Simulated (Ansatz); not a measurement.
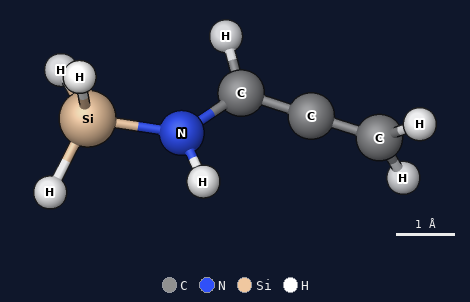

The starting structure (ball-and-stick view, seen at a tilt). Bond lengths as drawn: C–C 1.25 to 1.29 Å, C–H 1.10 to 1.11 Å, C–N 1.38 Å, H–N 1.02 Å, H–Si 1.44 to 1.49 Å and N–Si 1.67 Å.

**C3H7NSi: geometry relaxation (part 1 of 2)**

System: C3H7NSi.
Method: RKS BHLYP/6-31G* (Ansatz 0.2.0).

It belongs to a series of runs on one base structure; here: end point A relaxed.

## Input
```yaml
crystal:
  periodic: [false, false, false]
  atoms:
    - { symbol: C, position_ang: [-1.1715, 1.8768, 1.7068] }
    - { symbol: C, position_ang: [-0.6662, 0.8537, 1.2051] }
    - { symbol: C, position_ang: [-0.1388, -0.204, 0.6966] }
    - { symbol: "N", position_ang: [0.2315, -0.2786, -0.6306] }
    - { symbol: Si, position_ang: [0.9688, -1.4334, -1.5782] }
    - { symbol: H, position_ang: [-0.617, 2.7281, 2.1243] }
    - { symbol: H, position_ang: [-2.2708, 2.0374, 1.6858] }
    - { symbol: H, position_ang: [0.1859, -1.0451, 1.3237] }
    - { symbol: H, position_ang: [-0.0311, 0.59, -1.0856] }
    - { symbol: H, position_ang: [0.6993, -2.7749, -0.9909] }
    - { symbol: H, position_ang: [2.4029, -1.1148, -1.493] }
    - { symbol: H, position_ang: [0.484, -1.2904, -2.93] }
basis:
  gaussian: { orbitals: "6-31G*" }
hamiltonian:
  xc: { name: BHLYP }
relax:
  f_tol: 0.02
  max_steps: 50
output:
  orbitals: {}
```

Command:
```bash
ansatz run input.yaml --threads 2 --pin off --max-ram 3072MiB --backend cpu --events-out ev --progress --plain --runs-dir out
```

## What the program printed
```
The last accepted step is kept in [file] (removed where the run ends without a failure and the disk answers)
Engine: ansatz 0.2.0, aarch64-unknown-linux-gnu
Functional definition: BHLYP
  parameter a = 0.5
  exchange = (1 - a)*b88_x + a*exact_x
  correlation = lyp_c
1061 factors; integrals over basis functions are off by at most 6.8e-4 eV
mean field evaluation 1: about -12582.7862 eV, gradient 4.4e1 eV
mean field evaluation 2: about -12583.9814 eV, gradient 3.8e1 eV
mean field evaluation 4: about -12587.0411 eV, gradient 2.1e0 eV
mean field evaluation 8: about -12587.1115 eV, gradient 1.1e-1 eV
mean field evaluation 16: about -12587.1115 eV, gradient 3.0e-5 eV
mean field -12587.11149313 eV, -462.5678155218 hartree, gradient 3.0e-5 eV, S^2 0.000000; 0 other end points of the search recorded, 0 dependent functions left out
the calculation of the forces begins
reference -12587.11166494 eV, -462.5678218358 hartree; 23, 23 occupied and 70, 70 virtual orbitals, 1061 factors
relax step   1: F+E_penalty+E_count = -12587.11149313 eV  Δ(F+E_penalty+E_count) = +0.000e0 eV  max|allowed force component| = 4.076e0 eV/Å  Δτ_max = 0.0000 Å  (28 SCF iters, accepted)
these checks for a lower state are left out or cut short: starts, cluster_reference, orbital_swaps, neighbouring_geometries, increment
1061 factors; integrals over basis functions are off by at most 7.2e-4 eV
mean field -12587.37992928 eV, -462.5776803684 hartree, gradient 1.4e-5 eV, S^2 0.000000; 0 other end points of the search recorded, 0 dependent functions left out
the calculation of the forces begins
reference -12587.38010264 eV, -462.5776867395 hartree; 23, 23 occupied and 70, 70 virtual orbitals, 1061 factors
relax step   2: F+E_penalty+E_count = -12587.37992928 eV  Δ(F+E_penalty+E_count) = -2.684e-1 eV  max|allowed force component| = 1.375e0 eV/Å  Δτ_max = 0.1966 Å  (32 SCF iters, accepted)
these checks for a lower state are left out or cut short: starts, cluster_reference, orbital_swaps, neighbouring_geometries, increment
1061 factors; integrals over basis functions are off by at most 7.2e-4 eV
mean field -12587.52927668 eV, -462.5831687842 hartree, gradient 1.2e-5 eV, S^2 0.000000; 0 other end points of the search recorded, 0 dependent functions left out
the calculation of the forces begins
reference -12587.52944997 eV, -462.5831751524 hartree; 23, 23 occupied and 70, 70 virtual orbitals, 1061 factors
relax step   3: F+E_penalty+E_count = -12587.52927668 eV  Δ(F+E_penalty+E_count) = -1.493e-1 eV  max|allowed force component| = 4.740e-1 eV/Å  Δτ_max = 0.2000 Å  (30 SCF iters, accepted)
these checks for a lower state are left out or cut short: starts, cluster_reference, orbital_swaps, neighbouring_geometries, increment
1061 factors; integrals over basis functions are off by at most 7.2e-4 eV
mean field evaluation 32: about -12587.4592 eV, gradient 2.3e0 eV
mean field -12587.53960929 eV, -462.5835485007 hartree, gradient 2.3e-5 eV, S^2 0.000000; 0 other end points of the search recorded, 0 dependent functions left out
the calculation of the forces begins
reference -12587.53978195 eV, -462.5835548456 hartree; 23, 23 occupied and 70, 70 virtual orbitals, 1061 factors
relax step   4: F+E_penalty+E_count = -12587.53960929 eV  Δ(F+E_penalty+E_count) = -1.033e-2 eV  max|allowed force component| = 2.683e-1 eV/Å  Δτ_max = 0.0610 Å  (33 SCF iters, accepted)
these checks for a lower state are left out or cut short: starts, cluster_reference, orbital_swaps, neighbouring_geometries, increment
1061 factors; integrals over basis functions are off by at most 7.2e-4 eV
mean field -12587.54206227 eV, -462.5836386459 hartree, gradient 2.1e-5 eV, S^2 0.000000; 0 other end points of the search recorded, 0 dependent functions left out
the calculation of the forces begins
reference -12587.54223499 eV, -462.5836449934 hartree; 23, 23 occupied and 70, 70 virtual orbitals, 1061 factors
relax step   5: F+E_penalty+E_count = -12587.54206227 eV  Δ(F+E_penalty+E_count) = -2.453e-3 eV  max|allowed force component| = 2.877e-1 eV/Å  Δτ_max = 0.0625 Å  (32 SCF iters, accepted)
these checks for a lower state are left out or cut short: starts, cluster_reference, orbital_swaps, neighbouring_geometries, increment
1061 factors; integrals over basis functions are off by at most 7.3e-4 eV
mean field -12587.54360862 eV, -462.5836954734 hartree, gradient 2.1e-5 eV, S^2 0.000000; 0 other end points of the search recorded, 0 dependent functions left out
the calculation of the forces begins
reference -12587.54378111 eV, -462.5837018121 hartree; 23, 23 occupied and 70, 70 virtual orbitals, 1061 factors
relax step   6: F+E_penalty+E_count = -12587.54360862 eV  Δ(F+E_penalty+E_count) = -1.546e-3 eV  max|allowed force component| = 1.506e-1 eV/Å  Δτ_max = 0.0408 Å  (34 SCF iters, accepted)
these checks for a lower state are left out or cut short: starts, cluster_reference, orbital_swaps, neighbouring_geometries, increment
1061 factors; integrals over basis functions are off by at most 7.2e-4 eV
mean field -12587.54690731 eV, -462.5838166979 hartree, gradient 2.1e-5 eV, S^2 0.000000; 0 other end points of the search recorded, 0 dependent functions left out
the calculation of the forces begins
reference -12587.54708018 eV, -462.5838230508 hartree; 23, 23 occupied and 70, 70 virtual orbitals, 1061 factors
relax step   7: F+E_penalty+E_count = -12587.54690731 eV  Δ(F+E_penalty+E_count) = -3.299e-3 eV  max|allowed force component| = 6.956e-2 eV/Å  Δτ_max = 0.0401 Å  (32 SCF iters, accepted)
these checks for a lower state are left out or cut short: starts, cluster_reference, orbital_swaps, neighbouring_geometries, increment
1061 factors; integrals over basis functions are off by at most 7.2e-4 eV
mean field evaluation 64: about -12587.5473 eV, gradient 8.9e-4 eV
mean field -12587.54729305 eV, -462.5838308735 hartree, gradient 2.1e-5 eV, S^2 0.000000; 0 other end points of the search recorded, 0 dependent functions left out
the calculation of the forces begins
reference -12587.54746585 eV, -462.5838372238 hartree; 23, 23 occupied and 70, 70 virtual orbitals, 1061 factors
relax step   8: F+E_penalty+E_count = -12587.54729305 eV  Δ(F+E_penalty+E_count) = -3.857e-4 eV  max|allowed force component| = 7.065e-3 eV/Å  Δτ_max = 0.0212 Å  (33 SCF iters, accepted)
```

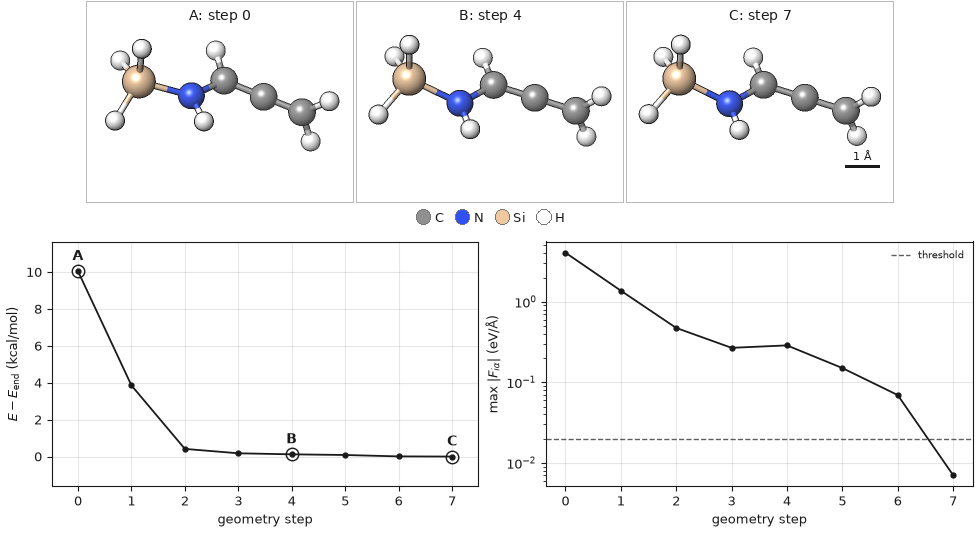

Frames of the relaxation (ball-and-stick view, seen at a tilt) above the curves, on which the letters mark them (the first geometry is step 0 here and step 1 in the log).

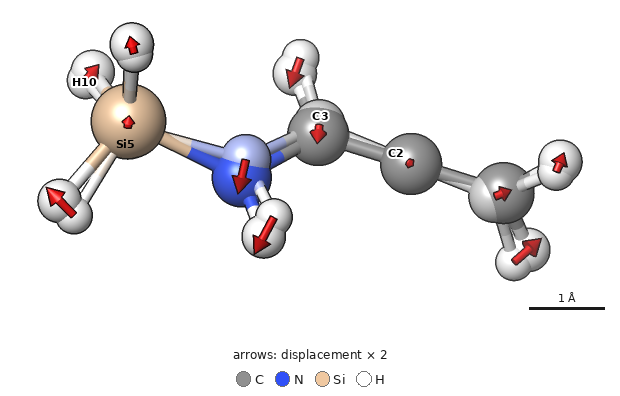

Start (faint) and end (solid) with the displacements as red arrows, magnified 2 times (ball-and-stick view, seen at a tilt). The two geometries are laid on each other by the best rigid fit. The atom that moves furthest after the best rigid fit is H9 (0.29 Å). Largest moves by element: H 0.29 Å, N 0.25 Å, C 0.14 Å, Si 0.09 Å. Among the contacts that change: N4–Si5 1.666 → 1.730 Å, C1–C2 1.247 → 1.299 Å, Si5–H12 1.443 → 1.474 Å, C1–H7 1.111 → 1.082 Å. Among the angles that change: N4–Si5–H11 104.4° → 115.0°, C3–N4–Si5 134.7° → 125.3°, C3–N4–H9 108.4° → 113.7°. After 7 geometry steps the energy has fallen by 10.0 kcal/mol. Largest force component: 4.1 eV/Å at the start, 0.0071 eV/Å at the end. (Atoms are counted from 1 in the order of the input.)

```
1061 factors; integrals over basis functions are off by at most 7.2e-4 eV
mean field -12587.54729305 eV, -462.5838308735 hartree, gradient 2.1e-5 eV, S^2 0.000000; 1 other end points of the search recorded, 0 dependent functions left out
the calculation of the forces begins
reference -12587.54746585 eV, -462.5838372238 hartree; 23, 23 occupied and 70, 70 virtual orbitals, 1061 factors
Total energy: -12587.54746585 eV, -462.5838372238 hartree
Atom 0 at    -1.171730     1.931760     1.826139 Å, force     0.000368    -0.000759    -0.000156 eV/Å
Atom 1 at    -0.674612     0.906302     1.202753 Å, force     0.002646    -0.002632     0.001266 eV/Å
Atom 2 at    -0.190094    -0.133543     0.583174 Å, force    -0.002651    -0.000336    -0.003206 eV/Å
Atom 3 at     0.046192    -0.244260    -0.790034 Å, force     0.001174     0.007065     0.001238 eV/Å
Atom 4 at     1.049466    -1.438685    -1.538612 Å, force     0.000629     0.002991    -0.002709 eV/Å
Atom 5 at    -0.542915     2.700864     2.253862 Å, force    -0.000309    -0.000855     0.001576 eV/Å
Atom 6 at    -2.238141     2.064089     1.949653 Å, force    -0.001129     0.001708     0.000220 eV/Å
Atom 7 at     0.039735    -1.024258     1.150557 Å, force     0.002301     0.003059     0.005545 eV/Å
Atom 8 at    -0.211052     0.574504    -1.311268 Å, force    -0.000758    -0.006549    -0.005001 eV/Å
Atom 9 at     0.782421    -2.732251    -0.881054 Å, force    -0.000822    -0.001744    -0.003576 eV/Å
Atom 10 at     2.505074    -1.181730    -1.444994 Å, force    -0.003762    -0.001132     0.001587 eV/Å
Atom 11 at     0.682656    -1.477994    -2.966177 Å, force     0.002315    -0.000815     0.003215 eV/Å
Dipole moment:     0.022254     0.059913    -0.105842 e Å
```

## Trajectory as extended XYZ (Å, eV, eV/Å), 8 frames, from step=1 to step=8
```
12
Properties=species:S:1:pos:R:3:forces:R:3 step=1 energy=-12587.11149
C    -1.1715    1.8768    1.7068   -2.7214   4.0758   1.5236
C    -0.6662    0.8537    1.2051    1.2229  -2.4515  -0.5125
C    -0.1388   -0.2040    0.6966    1.2361  -1.3497   0.3434
N     0.2315   -0.2786   -0.6306   -1.6133   1.9547   0.0014
Si    0.9688   -1.4334   -1.5782    1.1489  -1.0886   0.4001
H    -0.6170    2.7281    2.1243   -0.0819  -0.5200  -0.2126
H    -2.2708    2.0374    1.6858    0.8043  -0.1460   0.2190
H     0.1859   -1.0451    1.3237   -0.5324   0.3801  -0.3257
H    -0.0311    0.5900   -1.0856    0.2052  -0.4368  -0.0924
H     0.6993   -2.7749   -0.9909    0.0998   0.1323  -0.2473
H     2.4029   -1.1148   -1.4930    0.3832  -0.4876  -0.4419
H     0.4840   -1.2904   -2.9300   -0.1514  -0.0626  -0.6550
```
